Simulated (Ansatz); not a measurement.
Run report: GaPH6O3, molecular dynamics (part 2 of 2)

GaPH6O3, SMILES [OH][Ga-]([OH])([OH])[PH3+]; RKS BLYP/6-31G* (Ansatz 0.2.0). The geometry comes from this level: PBE0-D4/def2-TZVP.

Geometry of the input (Å):
```
O  -1.7772  0.3517  1.0876
Ga -0.2212  -0.4817  0.7280
O  1.2119  -0.0840  1.7443
O  -0.2862  -2.1034  -0.0537
P  0.4326  0.8858  -1.3552
H  -1.7257  0.8965  1.8755
H  1.8013  -0.8331  1.8527
H  -1.1837  -2.4313  -0.1386
H  0.6837  2.2654  -1.2142
H  1.5965  0.5316  -2.0668
H  -0.4666  0.9454  -2.4388
```

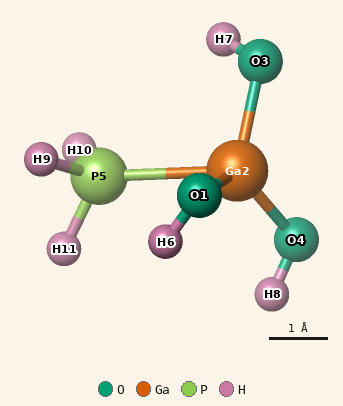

Fig. 1: The geometry at step 20 of the log (ball-and-stick view, seen at a tilt; atoms are numbered from 1 in the order of the input).

Trajectory as extended XYZ, continued:
```
11
Properties=species:S:1:pos:R:3:forces:R:3 step=9 time_fs=18.0 energy=-67899.17410 temperature=1115.6
O    -1.6967    0.5339    0.9797    0.0317   0.1427  -0.2727
Ga   -0.2094   -0.4947    0.7177   -0.1421   0.0666   0.0892
O     1.2090   -0.1313    1.7567    0.8228   0.2168   0.2745
O    -0.2774   -2.1820    0.0257    1.9550   0.0530   0.5873
P     0.3773    0.8965   -1.2873    0.2776  -1.0707  -0.7979
H    -2.2316   -0.0623    1.5191   -0.8914  -0.1508   0.5750
H     1.9429   -0.2872    1.1235    0.3793  -0.0882   0.3708
H    -1.1673   -2.2720   -0.2522   -2.2638  -0.5611  -0.9087
H     0.5298    2.2529   -1.2886   -0.5310   1.5268   0.0819
H     1.6332    0.7925   -1.9447    0.0828  -0.5586  -0.1368
H    -0.4914    0.6255   -2.4051    0.2791   0.4235   0.1374
11
Properties=species:S:1:pos:R:3:forces:R:3 step=10 time_fs=20.0 energy=-67899.17458 temperature=1095.5
O    -1.6984    0.5498    0.9816   -0.5514  -0.4300   0.2018
Ga   -0.2089   -0.4960    0.7144   -0.1817  -0.0780   0.4765
O     1.2288   -0.1328    1.7695    1.8054  -0.0180  -1.1302
O    -0.2805   -2.1983    0.0317    0.1554  -0.0686   0.0105
P     0.3693    0.8954   -1.2847    1.1107   1.1903  -0.7212
H    -2.3921   -0.0272    1.3902    0.1628   0.3593  -0.1141
H     2.0111   -0.2217    1.1032   -1.1897   0.0525   1.4630
H    -1.1755   -2.3438   -0.3251   -0.2866  -0.1299  -0.1880
H     0.5760    2.3533   -1.2895   -1.0017  -0.6763   0.0552
H     1.6659    0.8641   -1.9235   -0.3410  -0.7529  -0.0449
H    -0.4997    0.5774   -2.3876    0.3179   0.5519  -0.0088
11
Properties=species:S:1:pos:R:3:forces:R:3 step=11 time_fs=22.0 energy=-67898.91600 temperature=907.9
O    -1.7013    0.5647    0.9840   -1.8754  -1.1647   0.5327
Ga   -0.2084   -0.4973    0.7115   -0.2048  -0.1845   0.7418
O     1.2530   -0.1344    1.7797    0.8031   0.0231  -0.8946
O    -0.2833   -2.2147    0.0377   -1.6917  -0.4656  -0.9089
P     0.3626    0.8958   -1.2831    1.6458   2.2073  -0.4631
H    -2.5465    0.0217    1.2570    1.9171   1.0578  -0.5596
H     2.0339   -0.1541    1.1390   -0.7631  -0.0939   0.9078
H    -1.1946   -2.4207   -0.4052    1.7321   0.5316   0.8799
H     0.5839    2.4278   -1.2882   -1.1760  -1.6396   0.0313
H     1.6855    0.9069   -1.9041   -0.5925  -0.8233  -0.0097
H    -0.4959    0.5505   -2.3705    0.2055   0.5518  -0.2575
11
Properties=species:S:1:pos:R:3:forces:R:3 step=12 time_fs=24.0 energy=-67898.88729 temperature=882.0
O    -1.7088    0.5767    0.9877   -1.6607  -0.8841   0.1613
Ga   -0.2081   -0.4988    0.7089   -0.1534  -0.2546   0.8634
O     1.2792   -0.1359    1.7876   -1.9758  -0.1304   0.7140
O    -0.2901   -2.2322    0.0415   -1.0644  -0.2583  -0.6802
P     0.3580    0.8989   -1.2820    1.6595   2.3088  -0.1511
H    -2.6274    0.1110    1.1023    2.0891   0.6775  -0.2182
H     2.0273   -0.0901    1.2095    1.4552  -0.0419  -0.9958
H    -1.1474   -2.4772   -0.4516    1.2112   0.6244   0.8141
H     0.5467    2.4395   -1.2857   -1.1111  -1.7336   0.0248
H     1.6825    0.9181   -1.8851   -0.5056  -0.7879  -0.0832
H    -0.4842    0.5447   -2.3633    0.0560   0.4802  -0.4491
11
Properties=species:S:1:pos:R:3:forces:R:3 step=13 time_fs=26.0 energy=-67899.06301 temperature=998.5
O    -1.7203    0.5866    0.9918    0.5680   0.0506  -0.0399
Ga   -0.2078   -0.5004    0.7068   -0.0941  -0.3083   0.8026
O     1.3005   -0.1377    1.7973   -1.7237  -0.2134   0.1746
O    -0.2995   -2.2504    0.0437    1.6734   0.8234   1.1095
P     0.3555    0.9049   -1.2811    1.0808   1.4648   0.0150
H    -2.6283    0.2264    0.9393    0.2039  -0.4191   0.0043
H     2.0765   -0.0277    1.2418    0.7200  -0.0404  -0.6286
H    -1.0538   -2.5097   -0.4668   -1.4708  -0.1284  -0.8062
H     0.4670    2.3848   -1.2823   -0.8514  -0.9852   0.0386
H     1.6601    0.8992   -1.8692   -0.1030  -0.6376  -0.2428
H    -0.4703    0.5572   -2.3732   -0.0029   0.3936  -0.4271
11
Properties=species:S:1:pos:R:3:forces:R:3 step=14 time_fs=28.0 energy=-67899.02642 temperature=979.2
O    -1.7304    0.5967    0.9958    1.7930   0.3138   0.3048
Ga   -0.2076   -0.5021    0.7052   -0.0810  -0.3062   0.6394
O     1.3177   -0.1401    1.8074    0.0843   0.1069  -1.1755
O    -0.3049   -2.2666    0.0485    1.6162   0.9493   1.2521
P     0.3543    0.9128   -1.2802    0.2503  -0.7129  -0.0784
H    -2.6215    0.3256    0.7765   -0.7841  -0.8090  -0.2779
H     2.1533    0.0331    1.2501   -1.4377  -0.4268   0.6376
H    -1.0166   -2.5472   -0.5129   -1.3503  -0.0424  -0.8048
H     0.3547    2.2924   -1.2774   -0.4830   0.9960   0.0643
H     1.6338    0.8559   -1.8626    0.3494  -0.3499  -0.3787
H    -0.4566    0.5849   -2.3995    0.0430   0.2812  -0.1829
11
Properties=species:S:1:pos:R:3:forces:R:3 step=15 time_fs=30.0 energy=-67898.84820 temperature=847.6
O    -1.7362    0.6075    1.0005   -0.4001  -0.3299  -0.3694
Ga   -0.2075   -0.5040    0.7039   -0.0379  -0.2687   0.5194
O     1.3351   -0.1422    1.8146   -0.1406   0.1047  -1.1404
O    -0.3064   -2.2805    0.0564   -0.5560   0.0452  -0.5453
P     0.3534    0.9198   -1.2794   -0.0867  -2.5387  -0.3957
H    -2.6446    0.3939    0.6030    1.5101  -0.2281   0.4836
H     2.1750    0.0776    1.2829   -1.4696  -0.4872   0.5016
H    -1.0310   -2.5864   -0.5898    0.8857   0.9493   1.0963
H     0.2240    2.2382   -1.2700   -0.2285   2.5746   0.0840
H     1.6208    0.7991   -1.8706    0.4329   0.0706  -0.3309
H    -0.4412    0.6233   -2.4328    0.0908   0.1083   0.0968
11
Properties=species:S:1:pos:R:3:forces:R:3 step=16 time_fs=32.0 energy=-67898.77899 temperature=768.5
O    -1.7430    0.6175    1.0043   -0.9801  -0.5485  -0.9864
Ga   -0.2074   -0.5061    0.7029    0.0599  -0.2244   0.5345
O     1.3522   -0.1440    1.8191   -2.4906  -0.5773   0.1074
O    -0.3092   -2.2943    0.0629   -0.6809   0.0953  -0.7070
P     0.3524    0.9236   -1.2790   -0.2745  -1.0909  -0.7185
H    -2.6100    0.4535    0.4480    2.1350  -0.1273   1.1461
H     2.1405    0.1035    1.3348    0.6746   0.1356  -0.8836
H    -1.0115   -2.5891   -0.6248    1.0206   1.0169   1.3277
H     0.0844    2.2825   -1.2594    0.3293   0.9036   0.0542
H     1.6244    0.7451   -1.8912    0.1384   0.5010  -0.1148
H    -0.4224    0.6658   -2.4624    0.0683  -0.0839   0.2403
11
Properties=species:S:1:pos:R:3:forces:R:3 step=17 time_fs=34.0 energy=-67898.69502 temperature=689.5
O    -1.7521    0.6262    1.0058    0.2712  -0.5698  -0.5103
Ga   -0.2072   -0.5083    0.7022    0.1693  -0.1880   0.6425
O     1.3632   -0.1473    1.8239   -3.1917  -0.8987   0.4007
O    -0.3136   -2.3078    0.0678    1.0582   1.0358   1.1224
P     0.3511    0.9260   -1.2796   -0.5111   0.6209  -0.8865
H    -2.4936    0.5082    0.3369    0.8875  -0.2760   0.6353
H     2.1318    0.1345    1.3529    1.2694   0.4178  -1.2615
H    -0.9530   -2.5530   -0.6089   -0.7684   0.2300  -0.4769
H    -0.0425    2.3614   -1.2468    1.0248  -0.9298  -0.0022
H     1.6334    0.7103   -1.9162   -0.1817   0.7925   0.1124
H    -0.4009    0.7052   -2.4828   -0.0275  -0.2348   0.2241
11
Properties=species:S:1:pos:R:3:forces:R:3 step=18 time_fs=36.0 energy=-67898.46476 temperature=536.4
O    -1.7606    0.6335    1.0060    1.8506  -0.6318   0.9239
Ga   -0.2069   -0.5106    0.7019    0.2699  -0.1354   0.7991
O     1.3666   -0.1527    1.8297   -0.7338   0.0141  -1.1109
O    -0.3155   -2.3189    0.0753    1.9332   1.4574   2.2199
P     0.3491    0.9292   -1.2813   -0.5993   1.2557  -0.8964
H    -2.3432    0.5523    0.2502   -0.7686  -0.3402  -0.9046
H     2.1716    0.1815    1.3226   -1.1651  -0.5058   0.2544
H    -0.9239   -2.5080   -0.6112   -1.7138  -0.1295  -1.6077
H    -0.1302    2.4047   -1.2342    1.3958  -1.5665  -0.0357
H     1.6353    0.7058   -1.9369   -0.3082   0.9180   0.2524
H    -0.3805    0.7355   -2.4946   -0.1606  -0.3360   0.1056
11
Properties=species:S:1:pos:R:3:forces:R:3 step=19 time_fs=38.0 energy=-67898.45618 temperature=507.8
O    -1.7646    0.6393    1.0084    0.9957  -0.9324  -0.5729
Ga   -0.2065   -0.5130    0.7020    0.3780  -0.0914   1.0040
O     1.3682   -0.1580    1.8327   -0.2151   0.2713  -1.5016
O    -0.3128   -2.3264    0.0882   -0.4451   0.8357  -0.4777
P     0.3464    0.9340   -1.2841   -0.6394   1.1871  -0.8191
H    -2.2222    0.5834    0.1288   -0.0656  -0.0541   0.4708
H     2.1669    0.2092    1.3022   -1.6026  -0.7509   0.6425
H    -0.9604   -2.4680   -0.6751    0.6115   0.4238   1.0227
H    -0.1645    2.3880   -1.2230    1.4420  -1.4091  -0.0345
H     1.6255    0.7364   -1.9479   -0.1964   0.9142   0.2706
H    -0.3662    0.7530   -2.5023   -0.2629  -0.3942  -0.0047
11
Properties=species:S:1:pos:R:3:forces:R:3 step=20 time_fs=40.0 energy=-67898.50472 temperature=543.9
O    -1.7662    0.6428    1.0095    0.5896  -1.0674  -2.2734
Ga   -0.2059   -0.5154    0.7027    0.5011  -0.1333   1.2528
O     1.3693   -0.1628    1.8321   -1.8076  -0.4608  -0.5432
O    -0.3111   -2.3320    0.1000   -1.1472   0.9139  -1.3088
P     0.3429    0.9403   -1.2879   -0.5448   0.3001  -0.7921
H    -2.1038    0.6124    0.0254    0.1849   0.1150   2.0477
H     2.1008    0.2081    1.3063    0.0808   0.0142  -0.3555
H    -0.9735   -2.4117   -0.6999    1.2421   0.2997   1.7724
H    -0.1435    2.3174   -1.2131    1.0822  -0.3920   0.0277
H     1.6081    0.8021   -1.9485    0.0899   0.8037   0.1792
H    -0.3620    0.7554   -2.5103   -0.2710  -0.3931  -0.0066
11
Properties=species:S:1:pos:R:3:forces:R:3 step=21 time_fs=42.0 energy=-67898.55762 temperature=585.4
O    -1.7664    0.6438    1.0051    1.0232  -1.0898  -2.0054
Ga   -0.2050   -0.5179    0.7040    0.6183  -0.2438   1.5242
O     1.3660   -0.1686    1.8303   -3.2294  -1.2510   0.5154
O    -0.3122   -2.3353    0.1086   -0.0612   1.2626   0.0498
P     0.3387    0.9469   -1.2927   -0.0049  -1.7724  -0.9561
H    -1.9782    0.6459    0.0004   -0.3942   0.1983   1.6498
H     2.0378    0.2076    1.2968    1.6391   0.8623  -1.4262
H    -0.9390   -2.3440   -0.6568    0.0479  -0.0692   0.2938
H    -0.0811    2.2318   -1.2022    0.1842   1.8095   0.1970
H     1.5942    0.8985   -1.9424    0.3551   0.5838   0.0558
H    -0.3682    0.7427   -2.5185   -0.1781  -0.2903   0.1017
11
Properties=species:S:1:pos:R:3:forces:R:3 step=22 time_fs=44.0 energy=-67898.51116 temperature=578.3
O    -1.7641    0.6421    0.9958    1.5681  -1.2260   0.4590
Ga   -0.2038   -0.5205    0.7062    0.6785  -0.3315   1.7499
O     1.3549   -0.1774    1.8296   -0.8885   0.0557  -1.2378
O    -0.3134   -2.3356    0.1173    1.7626   1.2834   2.3048
P     0.3345    0.9513   -1.2987    0.4787  -2.7243  -1.1764
H    -1.8678    0.6869    0.0386   -1.0669   0.4268  -0.9252
H     2.0376    0.2400    1.2327   -0.4864  -0.3733   0.4182
H    -0.9027   -2.2789   -0.6024   -1.9019  -0.1698  -2.1300
H    -0.0116    2.2155   -1.1837   -0.4362   2.8846   0.3173
H     1.5939    1.0173   -1.9340    0.3357   0.2484   0.0133
H    -0.3812    0.7189   -2.5228   -0.0436  -0.0739   0.2067
11
Properties=species:S:1:pos:R:3:forces:R:3 step=23 time_fs=46.0 energy=-67898.66295 temperature=668.8
O    -1.7581    0.6375    0.9877    1.4964  -1.3499   1.0154
Ga   -0.2022   -0.5233    0.7094    0.5816  -0.3150   1.8377
O     1.3417   -0.1861    1.8260    0.0722   0.6504  -1.9559
O    -0.3104   -2.3327    0.1316   -0.3055   1.4188  -0.2558
P     0.3309    0.9523   -1.3062    0.5594  -0.2054  -0.9948
H    -1.7982    0.7442    0.0414   -1.0768   0.6367  -1.4820
H     2.0188    0.2582    1.1847   -1.2000  -0.8913   1.2542
H    -0.9392   -2.2204   -0.6296    0.0889  -0.4908   0.2844
H     0.0411    2.3096   -1.1531   -0.2490   0.5438   0.0714
H     1.6064    1.1456   -1.9252   -0.0109  -0.1615   0.0569
H    -0.3959    0.6923   -2.5191    0.0439   0.1642   0.1685
11
Properties=species:S:1:pos:R:3:forces:R:3 step=24 time_fs=48.0 energy=-67898.58707 temperature=618.5
O    -1.7484    0.6296    0.9820    1.1898  -0.8235  -1.5951
Ga   -0.2002   -0.5263    0.7136    0.3710  -0.2319   1.7648
O     1.3286   -0.1933    1.8177   -0.7912   0.0532  -0.9906
O    -0.3081   -2.3265    0.1452   -1.4253   1.5085  -1.6408
P     0.3279    0.9531   -1.3149    0.9850   1.9505  -0.5952
H    -1.7699    0.8260   -0.0126   -0.8252   0.1503   1.2525
H     1.9540    0.2423    1.1846   -0.0733  -0.2062   0.3939
H    -0.9723   -2.1806   -0.6459    1.1606  -0.7825   1.5580
H     0.0843    2.4245   -1.1197   -0.2423  -1.3912  -0.2009
H     1.6185    1.2677   -1.9142   -0.3946  -0.5549   0.0741
H    -0.4089    0.6720   -2.5091    0.0455   0.3276  -0.0207
11
Properties=species:S:1:pos:R:3:forces:R:3 step=25 time_fs=50.0 energy=-67898.44342 temperature=525.1
O    -1.7358    0.6197    0.9724    0.9116  -0.3783  -2.1416
Ga   -0.1981   -0.5294    0.7187    0.1395  -0.1275   1.5730
O     1.3137   -0.2003    1.8069   -2.4256  -1.1973   0.9693
O    -0.3092   -2.3166    0.1549   -0.7784   1.2459  -0.8901
P     0.3263    0.9563   -1.3243    1.3563   2.7368  -0.1847
H    -1.7731    0.9135   -0.0186   -0.5877  -0.2717   1.9500
H     1.8864    0.2185    1.1996    1.8639   1.1443  -1.4270
H    -0.9610   -2.1708   -0.6026    0.4622  -0.7183   0.7078
H     0.1182    2.4862   -1.0940   -0.4231  -2.0087  -0.3136
H     1.6155    1.3686   -1.9003   -0.5235  -0.8398  -0.0141
H    -0.4201    0.6642   -2.4998    0.0049   0.4146  -0.2289
11
Properties=species:S:1:pos:R:3:forces:R:3 step=26 time_fs=52.0 energy=-67898.59539 temperature=626.9
O    -1.7211    0.6089    0.9577    0.7256  -0.6847  -0.4378
Ga   -0.1959   -0.5326    0.7247   -0.1265   0.0113   1.1830
O     1.2928   -0.2102    1.7986   -0.4433   0.0608  -0.4429
O    -0.3123   -2.3037    0.1625    1.4372   0.6632   1.5973
P     0.3263    0.9629   -1.3340    1.3237   2.5214   0.0848
H    -1.7988    0.9906    0.0500   -0.4262   0.0466   0.3917
H     1.8901    0.2384    1.1600    0.2456  -0.0297   0.2693
H    -0.9319   -2.1885   -0.5321   -1.7941  -0.3400  -1.8442
H     0.1360    2.4709   -1.0803   -0.6474  -1.7728  -0.2762
H     1.5925    1.4373   -1.8870   -0.2965  -0.9425  -0.2193
H    -0.4312    0.6723   -2.4993    0.0019   0.4663  -0.3058
11
Properties=species:S:1:pos:R:3:forces:R:3 step=27 time_fs=54.0 energy=-67898.76777 temperature=769.1
O    -1.7046    0.5965    0.9419    0.6854  -1.4847   1.4845
Ga   -0.1937   -0.5358    0.7314   -0.4888   0.1886   0.5845
O     1.2710   -0.2200    1.7891    1.1339   0.9945  -1.2103
O    -0.3118   -2.2892    0.1739    0.2931   0.4821   0.2528
P     0.3279    0.9727   -1.3435    0.9610   1.1690   0.0715
H    -1.8409    1.0694    0.1336   -0.4321   0.8578  -1.3682
H     1.9033    0.2573    1.1307   -0.9168  -0.8814   1.3943
H    -0.9716   -2.2192   -0.5323   -0.6204  -0.4120  -0.4777
H     0.1289    2.3878   -1.0772   -0.9047  -0.5735  -0.0349
H     1.5581    1.4699   -1.8821    0.2211  -0.8174  -0.5018
H    -0.4421    0.6982   -2.5105    0.0684   0.4769  -0.1947
11
Properties=species:S:1:pos:R:3:forces:R:3 step=28 time_fs=56.0 energy=-67898.81917 temperature=806.6
O    -1.6864    0.5805    0.9298   -0.1646   0.0447  -0.2904
Ga   -0.1919   -0.5389    0.7384   -0.8104   0.3305  -0.0578
O     1.2518   -0.2273    1.7767    1.0051   0.6511  -0.2422
O    -0.3107   -2.2736    0.1859   -1.4739   0.0043  -1.6197
P     0.3308    0.9839   -1.3530    0.7335  -1.3258  -0.3476
H    -1.8995    1.1812    0.1649    0.2356  -0.5993   0.5854
H     1.8813    0.2424    1.1548   -0.3422  -0.4409   0.7650
H    -1.0350   -2.2656   -0.5507    1.2096  -0.2346   1.4387
H     0.0872    2.2827   -1.0755   -1.2115   1.6840   0.4632
H     1.5322    1.4712   -1.8963    0.6717  -0.5116  -0.6935
H    -0.4505    0.7425   -2.5292    0.1472   0.3976  -0.0011
11
Properties=species:S:1:pos:R:3:forces:R:3 step=29 time_fs=58.0 energy=-67898.77543 temperature=801.8
O    -1.6687    0.5646    0.9169   -0.9705   1.1780  -0.9369
Ga   -0.1904   -0.5418    0.7454   -1.0586   0.4087  -0.5710
O     1.2351   -0.2331    1.7638   -0.5863  -0.7323   1.9289
O    -0.3131   -2.2579    0.1940   -1.3490  -0.5375  -1.4612
P     0.3346    0.9935   -1.3629    0.6981  -2.0533  -0.6711
H    -1.9491    1.2699    0.2186    0.8202  -1.6408   1.3494
H     1.8463    0.2106    1.2081    1.6870   1.0422  -1.0995
H    -1.0521   -2.3211   -0.5141    1.1230   0.0389   1.2952
H    -0.0009    2.2421   -1.0560   -1.0704   2.2750   0.6081
H     1.5320    1.4530   -1.9372    0.5478  -0.1952  -0.5470
H    -0.4532    0.8019   -2.5479    0.1588   0.2164   0.1051
11
Properties=species:S:1:pos:R:3:forces:R:3 step=30 time_fs=60.0 energy=-67898.99868 temperature=923.6
O    -1.6533    0.5515    0.9017   -0.9250   0.3807   0.0883
Ga   -0.1896   -0.5444    0.7521   -1.3286   0.4742  -0.9979
O     1.2170   -0.2406    1.7554    0.9854   0.1109   1.4072
O    -0.3187   -2.2436    0.1986    0.8554  -0.5443   0.5479
P     0.3392    1.0005   -1.3737    0.2059   0.0449  -0.3942
H    -1.9673    1.2959    0.3239    0.6203  -0.7997   0.3513
H     1.8758    0.2187    1.2194    0.5524   0.2691  -0.1986
H    -1.0262   -2.3751   -0.4279   -1.0715  -0.1473  -0.7258
H    -0.1299    2.2886   -1.0132    0.0315   0.1731  -0.0140
H     1.5527    1.4272   -1.9990   -0.0141   0.0337  -0.1362
H    -0.4499    0.8696   -2.5625    0.0882   0.0049   0.0721
```
